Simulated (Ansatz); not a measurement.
# MoSi2, response to strain

Take MoSi2 (space group I4/mmm, No. 139; a = 3.202 Å, c = 7.819 Å) as the base. Axes: x, y, z lie along a, b, c of the conventional cell.

Strains are applied to the cell and any free atomic positions relax; under biaxial strain the out-of-plane vector relaxes too.

The values are results of Kohn–Sham DFT with the r2SCAN functional, run in Ansatz (a first-principles code) with PAW and 500 eV plane waves, without spin-orbit coupling, earlier PAW set, not measurements.

Notes on the quantities. energy relative to the base: free energy F.

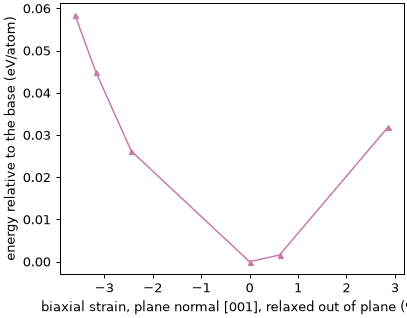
Fig. 1. Energy relative to the base against biaxial strain, plane normal [001], relaxed out of plane

```tsv
biaxial strain, plane normal [001], relaxed out of plane (%)	energy relative to the base
-3.6	+58 meV/atom
-3.17	+45 meV/atom
-2.44	+26 meV/atom
0.62	+1.6 meV/atom
2.86	+32 meV/atom
```

The mesh was chosen for an insulator and is coarse for the gapless case. Without a gap, meshes like the base's 14×14×14 leave anisotropic stresses uncertain by several tenths of a GPa, and small strain energies with them. No phonon test of stability was made. The final runs are not spin-polarised.
